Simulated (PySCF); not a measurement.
**C6H14ClFSi: density, localisation and related maps**

Input

```
{"job": {"kind": "nmr", "xc": "PBE0", "basis": "pcSseg-1"}, "charge": 0, "multiplicity": 1}
C      3.232431     1.041665     0.732892
C      2.328066     0.215623    -0.174963
C      0.869975     0.271985     0.274562
F      0.433121     1.588850     0.171808
C     -0.053840    -0.600967    -0.562832
C     -1.467132    -0.723724     0.013279
C     -2.283497    -1.667193    -0.871860
Si    -2.327159     0.978125     0.223609
Cl    -4.310513     0.632093     0.468965
H      2.889491     2.072746     0.764207
H      3.224158     0.643747     1.745427
H      4.254690     1.027107     0.363810
H      2.650036    -0.826719    -0.175636
H      2.387948     0.593995    -1.197327
H      0.783500     0.020661     1.339889
H      0.393176    -1.595526    -0.639055
H     -0.102984    -0.178877    -1.569007
H     -1.377238    -1.191324     1.001552
H     -2.395654    -1.253739    -1.872262
H     -3.275058    -1.825915    -0.456273
H     -1.789580    -2.634668    -0.958285
H     -2.175059     1.783954    -0.982934
H     -1.893632     1.655085     1.439617
```

Command:

```sh
OMP_NUM_THREADS=1 python probes_run.py task.json out
```

Geometry: GFN2-xTB.

Level of theory: PBE0/pcSseg-1, SCF density, gas phase, non-relativistic in PySCF 2.14.0.

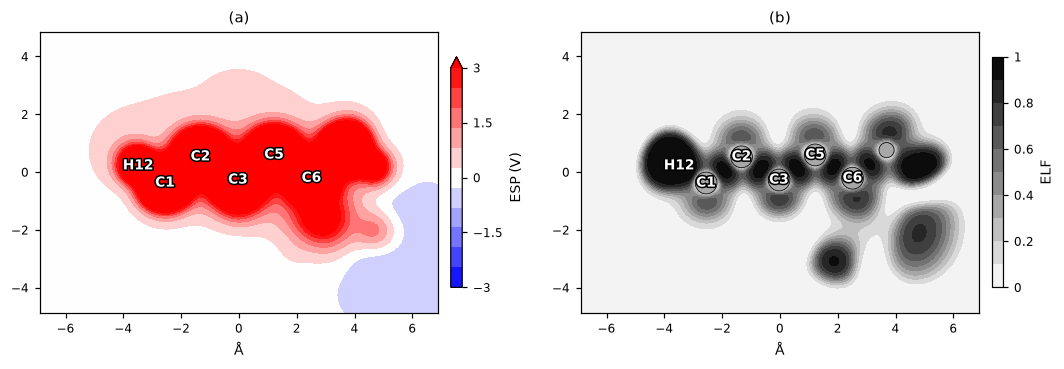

Figure 1. (a) molecular electrostatic potential; (b) electron localisation function on the plane of atoms C2, C1 and H12. Grey discs cover the atomic cores in the ELF map.

Interpret the plot.

Answer.
- Atoms in the plane: C and H.
- C–C (1.52 Å): the ELF peaks at about 0.95 between the atoms, as expected for a shared electron pair.
- C–H (1.09 Å): the ELF climbs to about 1 towards the hydrogen, as it does in any bond to H (a covalent bond by its length).
- The ELF also peaks beside Cl9, away from the bonds: lone-pair regions.
- Outside the dense part of the molecule the potential is most negative (−0.7 V) near Cl9, which lies off the plane.

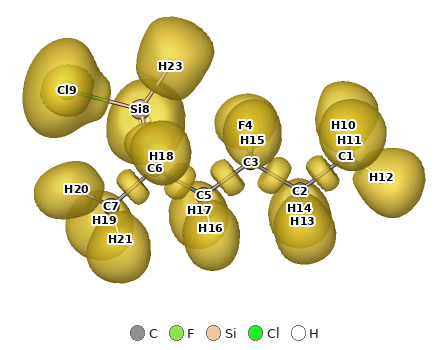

Figure 2. Isosurface of the ELF at 0.75 (yellow), seen at a tilt. Core shells and regions of very low density are left out.

What do the ELF domains correspond to?

Answer. The ELF exceeds this value in five regions between bonded C–C atoms (shared pairs), one region between bonded C–Si atoms (shared pairs), 14 regions around hydrogen nuclei, one region on Cl in which the atom's valence shell and bonds are merged and one region on F in which the atom's valence shell and bonds are merged. Profiles from the grid: C–F (1.39 Å): the ELF peaks at about 0.85 between the atoms; a polar covalent bond.

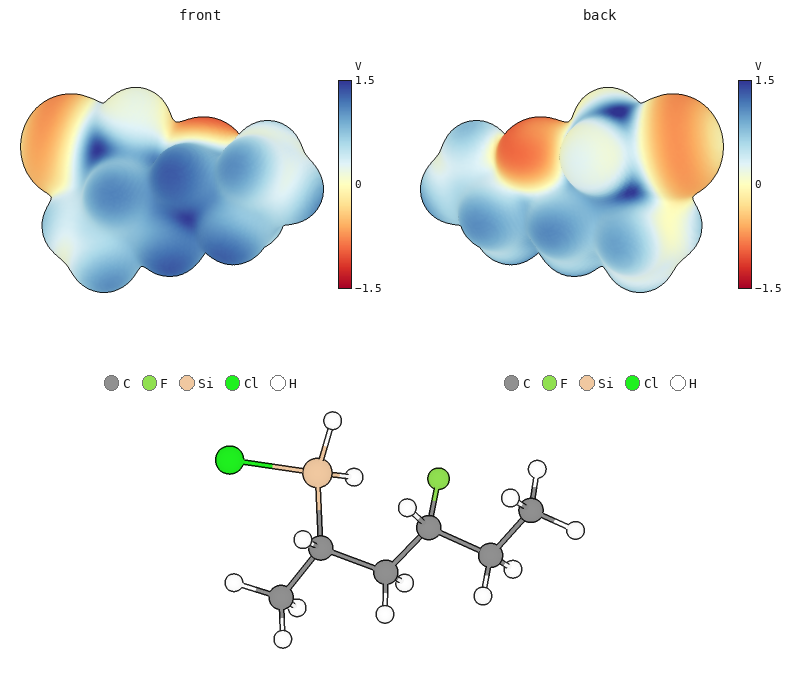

Figure 3. The molecular electrostatic potential painted on the density surface at 0.004 e/bohr³, seen from the front and from behind; the colour scale runs from red (negative) to blue (positive). The bare structure is drawn below in the same view.

Describe the electrostatic potential map.

Answer. The most negative region (about −0.9 V, or −21 kcal/mol for a unit charge) lies over F4, the most positive (about +1.4 V, or +32 kcal/mol for a unit charge) over C3 and Si8.
